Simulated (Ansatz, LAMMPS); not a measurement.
**A vacancy of Ga at several sites of Ga2O3 with crystalline order left by the classical run (80 atoms)**

Aim: make a vacancy of Ga at several sites of Ga2O3 with crystalline order left by the classical run (80 atoms), relax each, and compare their energies.

Program: Ansatz 0.2.0. Level of theory: Kohn-Sham DFT, RPBE, PAW (set soft_2), plane waves. Results are calculated unless marked as measured.

### Step 1. Starting point

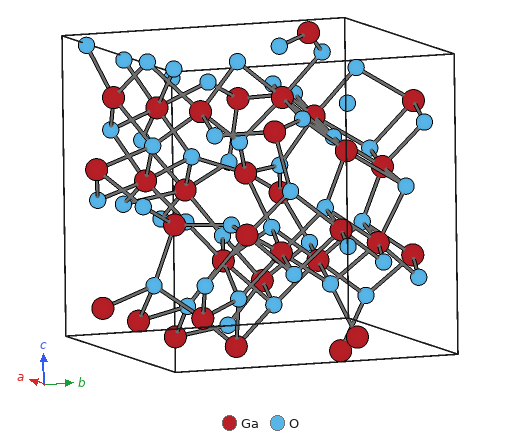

The cell as given, slightly off an axis (gallium red, oxygen blue). Bonds to atoms that aren't drawn are left out. Some periodic images of atoms are drawn too.

The cell holds 80 atoms: 32 Ga and 48 O. Its edges and angles: a = 9.332 Å, b = 9.332 Å, c = 9.332 Å, α = 90.0°, β = 90.0°, γ = 90.0°. 80 atoms (32 Fe, 48 O) placed at random at 4.44 g/cm³, melted at 5000 K for 10 ps at fixed volume with the Morse and Coulomb pair potential with partial charges (Pedone, Malavasi, Menziani, Cormack and Segre, J. Phys. Chem. B 110, 11780 (2006)). Quenched from 5000 K to 300 K at 20 K/ps and fixed volume, held 10 ps at zero pressure, then minimised at fixed cell. Then Fe was replaced by Ga and the cell scaled by 1.003 (the potential has no terms for the new elements, so the cell is a start for a DFT relaxation).

What the set-up can't give: The quench rate of 20 K/ps is many orders above laboratory rates, so the cell is likely richer in defects and strain than a real sample. The starting topology of bonds comes from the classical model, and needn't be the one that DFT or experiment would give. Only the Γ point is sampled, in a cell whose shortest periodic width is 9 Å.

### Step 2. Single point at the start

A single point comes first, to see the forces before anything moves.

input.yaml

```yaml
crystal:
  lattice:
    - [9.33223, 0.0, 0.0]
    - [0.0, 9.33223, 0.0]
    - [0.0, 0.0, 9.33223]
  atoms:
    - { symbol: Ga, position: [0.78589, 0.89556, 0.32552] }
    - { symbol: Ga, position: [0.62037, 0.61915, 0.28569] }
    - { symbol: Ga, position: [0.78982, 0.7906, 0.98784] }
    - { symbol: Ga, position: [0.79508, 0.10034, 0.81278] }
    - { symbol: Ga, position: [0.27668, 0.14934, 0.56482] }
    - { symbol: Ga, position: [0.27759, 0.10872, 0.07836] }
    - { symbol: Ga, position: [0.42426, 0.80864, 0.01754] }
    - { symbol: Ga, position: [0.10896, 0.89586, 0.83747] }
    - { symbol: Ga, position: [0.94335, 0.62277, 0.30537] }
    - { symbol: Ga, position: [0.08683, 0.61885, 0.02424] }
    - { symbol: Ga, position: [0.27116, 0.60671, 0.784] }
    - { symbol: Ga, position: [0.60765, 0.62499, 0.80408] }
    - { symbol: Ga, position: [0.61264, 0.13934, 0.55536] }
    - { symbol: Ga, position: [0.2934, 0.85454, 0.59838] }
    - { symbol: Ga, position: [0.44844, 0.34745, 0.29623] }
    - { symbol: Ga, position: [0.45165, 0.8973, 0.32331] }
    - { symbol: Ga, position: [0.61892, 0.11082, 0.08908] }
    - { symbol: Ga, position: [0.11992, 0.89076, 0.32292] }
    - { symbol: Ga, position: [0.8114, 0.41352, 0.74497] }
    - { symbol: Ga, position: [0.94779, 0.11201, 0.09211] }
    - { symbol: Ga, position: [0.4502, 0.1204, 0.8191] }
    - { symbol: Ga, position: [0.12239, 0.35862, 0.26891] }
    - { symbol: Ga, position: [0.61047, 0.84979, 0.61276] }
    - { symbol: Ga, position: [0.46514, 0.43672, 0.58133] }
    - { symbol: Ga, position: [0.28925, 0.62073, 0.30077] }
    - { symbol: Ga, position: [0.10186, 0.41781, 0.56141] }
    - { symbol: Ga, position: [0.96445, 0.10268, 0.55224] }
    - { symbol: Ga, position: [0.11414, 0.2781, 0.88081] }
    - { symbol: Ga, position: [0.93981, 0.72424, 0.64351] }
    - { symbol: Ga, position: [0.78723, 0.40279, 0.06083] }
    - { symbol: Ga, position: [0.44228, 0.38705, 0.00972] }
    - { symbol: Ga, position: [0.79036, 0.30869, 0.3766] }
    - { symbol: O, position: [0.44062, 0.52762, 0.87505] }
    - { symbol: O, position: [0.59659, 0.27366, 0.41234] }
    - { symbol: O, position: [0.1395, 0.75112, 0.68426] }
    - { symbol: O, position: [0.28495, 0.97436, 0.2235] }
    - { symbol: O, position: [0.61802, 0.2465, 0.92034] }
    - { symbol: O, position: [0.94535, 0.98475, 0.72264] }
    - { symbol: O, position: [0.94877, 0.5158, 0.64189] }
    - { symbol: O, position: [0.28011, 0.28101, 0.40465] }
    - { symbol: O, position: [0.44629, 0.00429, 0.9857] }
    - { symbol: O, position: [0.98396, 0.27332, 0.4162] }
    - { symbol: O, position: [0.25381, 0.75072, 0.93894] }
    - { symbol: O, position: [0.9059, 0.26419, 0.90804] }
    - { symbol: O, position: [0.75338, 0.75137, 0.7074] }
    - { symbol: O, position: [0.10875, 0.24064, 0.67213] }
    - { symbol: O, position: [0.11416, 0.52404, 0.38705] }
    - { symbol: O, position: [0.63562, 0.48167, 0.66077] }
    - { symbol: O, position: [0.31354, 0.2493, 0.91343] }
    - { symbol: O, position: [0.79083, 0.72885, 0.1867] }
    - { symbol: O, position: [0.44726, 0.74184, 0.6853] }
    - { symbol: O, position: [0.78471, 0.50689, 0.36504] }
    - { symbol: O, position: [0.77359, 0.03147, 0.47768] }
    - { symbol: O, position: [0.28795, 0.77859, 0.42071] }
    - { symbol: O, position: [0.12954, 0.48318, 0.88385] }
    - { symbol: O, position: [0.44732, 0.21797, 0.15273] }
    - { symbol: O, position: [0.141, 0.01061, 0.49303] }
    - { symbol: O, position: [0.11424, 0.23199, 0.12922] }
    - { symbol: O, position: [0.95711, 0.98534, 0.24446] }
    - { symbol: O, position: [0.59722, 0.45752, 0.14499] }
    - { symbol: O, position: [0.29229, 0.46382, 0.16165] }
    - { symbol: O, position: [0.78889, 0.23272, 0.17928] }
    - { symbol: O, position: [0.45763, 0.52347, 0.39595] }
    - { symbol: O, position: [0.94229, 0.77887, 0.44189] }
    - { symbol: O, position: [0.45221, 0.99819, 0.5051] }
    - { symbol: O, position: [0.27879, 0.4856, 0.62665] }
    - { symbol: O, position: [0.76994, 0.53018, 0.90948] }
    - { symbol: O, position: [0.11287, 0.72068, 0.19914] }
    - { symbol: O, position: [0.60024, 0.76486, 0.9482] }
    - { symbol: O, position: [0.96574, 0.48167, 0.14218] }
    - { symbol: O, position: [0.78841, 0.00442, 0.99329] }
    - { symbol: O, position: [0.28786, 0.00267, 0.73804] }
    - { symbol: O, position: [0.44894, 0.72529, 0.19682] }
    - { symbol: O, position: [0.61907, 0.02114, 0.73104] }
    - { symbol: O, position: [0.10454, 0.04136, 0.96441] }
    - { symbol: O, position: [0.97158, 0.75674, 0.92277] }
    - { symbol: O, position: [0.61515, 0.9784, 0.23426] }
    - { symbol: O, position: [0.4477, 0.23987, 0.64913] }
    - { symbol: O, position: [0.62432, 0.77818, 0.42584] }
    - { symbol: O, position: [0.79568, 0.23692, 0.64364] }
kpoints:
  mp_grid: { grid: [1, 1, 1] }
hamiltonian:
  xc: rpbe
scf:
  occupations: { method: fermi_dirac, width: 0.025 }
output:
  forces: true
```

Run with:

```sh
$ ansatz run input.yaml --threads 4 --pin off --max-ram 8192MiB --backend cpu --events-out ev --progress --plain --runs-dir out
```

Numbers of over 12 decimals in the logs are rounded to 6 here.

Log:

```text
Engine: ansatz 0.2.0, aarch64-unknown-linux-gnu
Pseudopotentials: kind: paw
Pseudopotential: Ga, paw, valence charge 13, recommended cutoff 420 eV (normal), Ga.paw.azcp
Pseudopotential: O, paw, valence charge 6, recommended cutoff 420 eV (normal), O.paw.azcp
[... 5 lines on functional and potentials left out ...]
Crystal: 80 atoms, lattice volume = 812.749 Å³
Basis set: ecut = 420 eV, 15895 PW (Γ), exchange–correlation on 128×128×128 points (8 copies of the dense FFT grid, shifted against one another)
Bands: 432, of which v1, the nominal top of the filled ones, is band 352 counted from 1 (351 counted from 0)
Symmetry: 1 space group operations
Space group: P1 (ITA 1), of the structure as read, at distance tolerance 9.3e-5 Å
k-points: 1
[... 7 lines on functional and potentials left out ...]
Initial density: superposition of atomic densities (neutral atoms: chi_scale 0, normalization atom), corrected by the library's trained network
Initial wavefunctions: pseudopotential atomic-orbital guess
Functional: x = rpbe, c = pbe(β = 0.066725)
SCF iter   1: F=—  HF=-148569.905933 eV  |F-HF|=—  |Δ(HF+E_count)|=         —  Δρ=6.62e-3  dr2=2.80e-1  ethr=1.77e-3  ⟨swp⟩=6.0  Hψ=1591  notcnv=0
preconditioner: auto → Resta (q_TF=auto, 2.664 Å⁻¹)  ε∞=4.7  [insulator: Δε(μ)=2.254 eV  Ē_g=17.921 eV  σ=0.025 eV  W_gap=1.00  n_scr=250 (ndim 8)  ℏωp=34.6 eV  f_vac=0.025  D(μ)=0.00/eV (n_scr^D=0)  ε∞_Penn≈4.7]
SCF iter   2: F=—  HF=-148569.837158 eV  |F-HF|=—  |Δ(HF+E_count)|=   6.88e-2  Δρ=2.68e-3  dr2=3.34e-2  ethr=3.98e-5  ⟨swp⟩=2.0  Hψ=853  notcnv=0  defer=72
SCF iter   3: F=—  HF=-148569.837237 eV  |F-HF|=—  |Δ(HF+E_count)|=   7.90e-5  Δρ=1.25e-3  dr2=7.92e-3  ethr=4.74e-6  ⟨swp⟩=3.0  Hψ=724  notcnv=0  defer=48
automatic band count: iteration 3 solves 408 bands in place of 432: the levels show a gap, and the empty bands left out lie too high to hold charge; the band table lists the bands solved (type scf.n_extra_bands for more)
SCF iter   4: F=—  HF=-148569.838210 eV  |F-HF|=—  |Δ(HF+E_count)|=   9.72e-4  Δρ=3.44e-4  dr2=8.80e-4  ethr=1.12e-6  ⟨swp⟩=2.0  Hψ=656  notcnv=0  defer=48
SCF iter   5: F=—  HF=-148569.838182 eV  |F-HF|=—  |Δ(HF+E_count)|=   2.77e-5  Δρ=1.29e-4  dr2=1.18e-4  ethr=1.25e-7  ⟨swp⟩=2.0  Hψ=711  notcnv=0  defer=48
SCF iter   6: F=—  HF=-148569.838376 eV  |F-HF|=—  |Δ(HF+E_count)|=   1.94e-4  Δρ=3.86e-5  dr2=1.22e-5  ethr=1.68e-8  ⟨swp⟩=2.0  Hψ=712  notcnv=0  defer=48
SCF iter   7: F=—  HF=-148569.839768 eV  |F-HF|=—  |Δ(HF+E_count)|=   1.39e-3  Δρ=2.06e-5  dr2=3.14e-6  ethr=1.73e-9  ⟨swp⟩=2.0  Hψ=712  notcnv=0  defer=48
SCF iter   8: F=—  HF=-148569.839769 eV  |F-HF|=—  |Δ(HF+E_count)|=   1.84e-6  Δρ=6.03e-6  dr2=3.53e-7  ethr=4.46e-10  ⟨swp⟩=2.0  Hψ=712  notcnv=0  defer=48
SCF iter   9: F=—  HF=-148569.839770 eV  |F-HF|=—  |Δ(HF+E_count)|=   4.24e-7  Δρ=4.54e-6  dr2=1.39e-7  ethr=1.42e-11  ⟨swp⟩=4.0  Hψ=1461  notcnv=0
SCF iter  10: F=-148569.839770 eV  HF=-148569.839770 eV  |F-HF|=9.60e-9  |Δ(HF+E_count)|=   1.30e-8  Δρ=9.73e-7  dr2=8.29e-9  ethr=1.42e-11  ⟨swp⟩=4.0  Hψ=1318  notcnv=0
SCF 1 converged in 10 iterations: F = -148569.839770 eV  dr2 = 8.29e-9
  greatest PAW one-centre occupation: 0.998 electrons in one spin orbital (limit 2), on the Ga atom at site 12 (counted from 0), in its partial waves of l = 2
SCF converged after 10 iterations
Free energy (F): -148569.839770 eV
Harris-Foulkes:  -148569.839770 eV  (|F-HF|=9.60e-9)
Internal energy: -148569.839770 eV  (E = F + TS)
E sigma→0 (E₀):  -148569.839770 eV
Fermi energy:    10.029537 eV
--- Per-component energies (eV) ---
  E_band       = -352.203914
  E_kinetic    = 12191.818930
  E_local      = -71305.442680  (includes V_loc(G=0)·N_el)
  E_nonlocal   = 16140.490717
  E_hartree    = 32158.305166
  E_xc         = -5719.227126
  E_vxc        = -6328.125168  (∫ρ·V_xc dr)
  E_paw        = -71806.579084  (= ΣΔE_a)
  E_vpaw       = -15367.674087  (= ΣTr[D̂ρ^β])
  E_aug_tail   = 0.114155  (compensation charges beyond the density's cutoff)
  E_ewald      = -60224.346355
  E_core_change = -4.973493  (= ΣΔE_core)
  E_smearing   = -0.000000  (= −TS)
  E_closure    = 0.000000  (closes the sum)
  Σ components = -148569.839770   (vs F -148569.839770, Δ=0.00e0)
--- Forces (eV/Å), atoms counted from 1 ---
  atom   1  Ga    -0.29835392     0.28134792     0.02511624
  atom   2  Ga     0.55920119    -0.54707173    -0.17278584
  atom   3  Ga     0.14173602     0.39333929     0.84365526
  atom   4  Ga     0.26142118     0.22478103    -0.22998670
  atom   5  Ga    -0.04321547     0.00235428    -0.39157733
  atom   6  Ga     0.07030465    -0.15151114     0.36750613
  atom   7  Ga    -0.08580573    -0.01589191     0.02873674
  atom   8  Ga    -0.10053566     0.26523866    -0.08282845
  atom   9  Ga    -0.17618999    -0.47038673    -0.50356624
  atom  10  Ga    -0.44964715    -0.31311429     0.32863215
  atom  11  Ga     0.44053081    -0.65139551     0.80294622
  atom  12  Ga    -0.47527293    -0.73026355     0.12331742
  atom  13  Ga    -0.00058869    -0.51665605     0.00746303
  atom  14  Ga     0.95850173     0.57039279     0.67765407
[...]
atom  79  O      0.02266783     0.05248243    -0.82010863
  atom  80  O     -0.08265211    -0.08555219     0.26909009
  max |Σ_I F_I| component: 1.72e-5 eV/Å
```

It took 9.8 s on 4 threads of Arm Neoverse V2, shared host; peak memory 1.2 GiB.

The column dr2 measures how far the density is from self-consistency, as an energy; F and HF (Harris–Foulkes) agree once it is small.

The r.m.s. force at the start is 0.37 eV/Å.

### Step 3. Relaxation

The atoms are relaxed in the fixed cell, aiming at the force tolerance of the input.

input.yaml

```yaml
crystal:
  lattice:
    - [9.33223, 0.0, 0.0]
    - [0.0, 9.33223, 0.0]
    - [0.0, 0.0, 9.33223]
  atoms:
    [... the 80 atom lines of step 2 ...]
kpoints:
  mp_grid: { grid: [1, 1, 1] }
hamiltonian:
  xc: rpbe
scf:
  occupations: { method: fermi_dirac, width: 0.025 }
output:
  forces: true
relax:
  f_tol: 0.05
  max_steps: 120
```

Log:

```text
[...]
Crystal: 80 atoms, lattice volume = 812.749 Å³
Basis set: ecut = 420 eV, 15895 PW (Γ), exchange–correlation on 128×128×128 points (8 copies of the dense FFT grid, shifted against one another)
Bands: 432, of which v1, the nominal top of the filled ones, is band 352 counted from 1 (351 counted from 0)
Symmetry: 1 space group operations
[...]
k-points: 1
[...]
SCF iter   1: F=—  HF=-148569.905933 eV  |F-HF|=—  |Δ(HF+E_count)|=         —  Δρ=6.62e-3  dr2=2.80e-1  ethr=1.77e-3  ⟨swp⟩=6.0  Hψ=1591  notcnv=0
[...]
SCF iter   6: F=—  HF=-148569.839761 eV  |F-HF|=—  |Δ(HF+E_count)|=   1.81e-4  Δρ=3.83e-5  dr2=1.20e-5  ethr=1.68e-8  ⟨swp⟩=2.0  Hψ=712  notcnv=0  defer=72
SCF iter   7: F=-148569.839768 eV  HF=-148569.839768 eV  |F-HF|=3.34e-7  |Δ(HF+E_count)|=   6.83e-6  Δρ=2.04e-5  dr2=3.14e-6  ethr=1.71e-9  ⟨swp⟩=3.0  Hψ=1131  notcnv=0
SCF 1 converged in 7 iterations: F = -148569.839768 eV  dr2 = 3.14e-6
[...]
relax step   1: F+E_penalty+E_count = -148569.83976803 eV  Δ(F+E_penalty+E_count) = +0.000e0 eV  max|allowed force component| = 1.197e0 eV/Å  Δτ_max = 0.0000 Å  (7 SCF iters, dr2 threshold 6.25e-5 eV, accepted)
[...]
relax step   2: F+E_penalty+E_count = -148570.60100525 eV  Δ(F+E_penalty+E_count) = -7.612e-1 eV  max|allowed force component| = 5.728e-1 eV/Å  Δτ_max = 0.0757 Å  (6 SCF iters, dr2 threshold 8.96e-5 eV, accepted)
[...]
relax step   3: F+E_penalty+E_count = -148571.27976695 eV  Δ(F+E_penalty+E_count) = -6.788e-1 eV  max|allowed force component| = 1.523e-1 eV/Å  Δτ_max = 0.2000 Å  (8 SCF iters, dr2 threshold 2.05e-5 eV, accepted)
relax step   4: F+E_penalty+E_count = -148571.32392354 eV  Δ(F+E_penalty+E_count) = -4.416e-2 eV  max|allowed force component| = 1.096e-1 eV/Å  Δτ_max = 0.1269 Å  (9 SCF iters, accepted)
relax step   5: F+E_penalty+E_count = -148571.33356657 eV  Δ(F+E_penalty+E_count) = -9.643e-3 eV  max|allowed force component| = 4.531e-2 eV/Å  Δτ_max = 0.1035 Å  (9 SCF iters, accepted)
relax step   6: F+E_penalty+E_count = -148571.32464260 eV  Δ(F+E_penalty+E_count) = +8.924e-3 eV  max|allowed force component| = 1.532e-1 eV/Å  Δτ_max = 0.0741 Å  (9 SCF iters, rejected (line search))
relax step   7: F+E_penalty+E_count = -148571.33301766 eV  Δ(F+E_penalty+E_count) = +5.489e-4 eV  max|allowed force component| = 7.936e-2 eV/Å  Δτ_max = 0.0125 Å  (9 SCF iters, rejected (line search))
[...]
relax step   8: F+E_penalty+E_count = -148571.33494931 eV  Δ(F+E_penalty+E_count) = -1.383e-3 eV  max|allowed force component| = 3.289e-2 eV/Å  Δτ_max = 0.0061 Å  (7 SCF iters, accepted)
SCF converged after 7 iterations
Free energy (F): -148571.334949 eV
[...]
Internal energy: -148571.334949 eV  (E = F + TS)
E sigma→0 (E₀):  -148571.334949 eV
Fermi energy:    10.071684 eV
[...]
Σ components = -148571.334949   (vs F -148571.334949, Δ=0.00e0)
--- Forces (eV/Å), atoms counted from 1 ---
  atom   1  Ga     0.00362772     0.00482298    -0.00265276
  atom   2  Ga     0.00187780    -0.00278926     0.00330112
  atom   3  Ga     0.00934553     0.01139906    -0.00089205
  atom   4  Ga    -0.00068638     0.01003778     0.01383416
[...]
atom  80  O     -0.00087260     0.02739416     0.00237074
  max |Σ_I F_I| component: 6.91e-5 eV/Å
--- Relaxed structure (8 steps of the walk, 6 accepted, 0 SCFs on fresh bases) ---
  F+E_penalty+E_count = -148571.33494931 eV   max|allowed force component| = 3.289e-2 eV/Å
  atoms:
    - { symbol: Ga, position: [0.784311, 0.898903, 0.328383] }
    - { symbol: Ga, position: [0.621791, 0.613119, 0.284538] }
    - { symbol: Ga, position: [0.791176, 0.806634, 1.009205] }
    - { symbol: Ga, position: [0.788839, 0.107104, 0.814459] }
[...]
- { symbol: O, position: [0.790999, 0.236139, 0.651534] }
```

Elapsed: 61 s, on 4 threads; peak memory 1.2 GiB; 3.8 min of CPU time.

The relaxation converged after 8 steps, 1.50 eV below its start, with a largest force component of 0.033 eV/Å.

(Part 1 of 3 ends here.)

[Logs are printed without paths, hosts, clocks, repeated set-up lines and the standing remarks that a program may print on its own settings, such as how far it seeks lower states.]

[Hosts, paths, dates, database ids (printed as entryN), source tags and the programs' standing remarks are cut or masked in the printed files.]
